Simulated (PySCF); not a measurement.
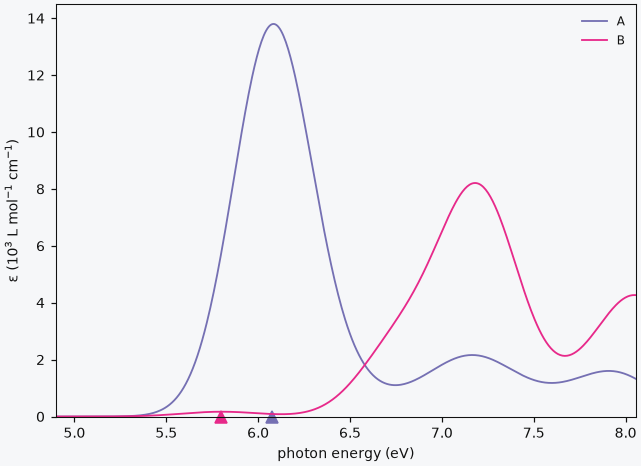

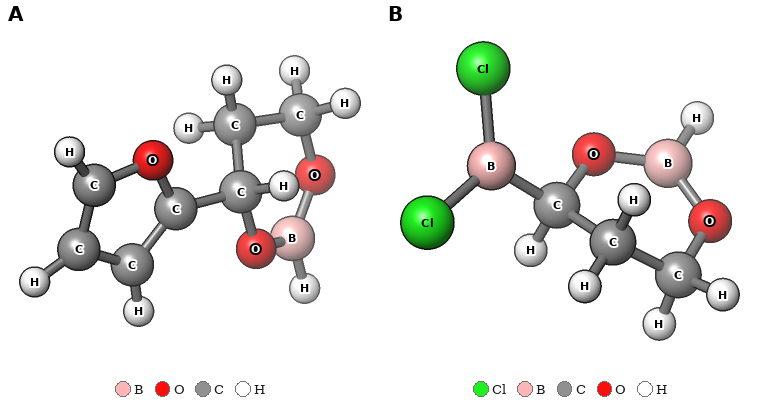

Related molecules: A is C₇H₉BO₃, SMILES B1OCC[C@@H](c2ccco2)O1; B is C₃H₆B₂Cl₂O₂, SMILES ClB(Cl)[C@@H]1CCOBO1. Vertical TDDFT absorption, CAM-B3LYP/def2-SVPD, PySCF, at a PBE0-D3(BJ)/def2-SVP geometry (no frequency check); Gaussians of 1/e half-width 0.30 eV, triangles mark S1, and the range ends where the computed states of one molecule run out.

**How does the lowest singlet move?**

A: 6.08 eV (f = 0.251, mixed, the largest part being HOMO → LUMO (48 %)); B: 5.80 eV (f = 0.003, mainly HOMO → LUMO (71 %)). From A to B it shifts 0.28 eV to the red, but one of these states is bright and the other nearly dark, so it isn't one band that moves.

**And the brightest state of each within the range drawn?**

A: S1 at 6.08 eV, f = 0.25; B: S5 at 7.22 eV, f = 0.12.

Caveats, for all or some of the runs: core orbitals are frozen in the response; one conformer of a flexible molecule; states above the negative HOMO energy depend on the basis.
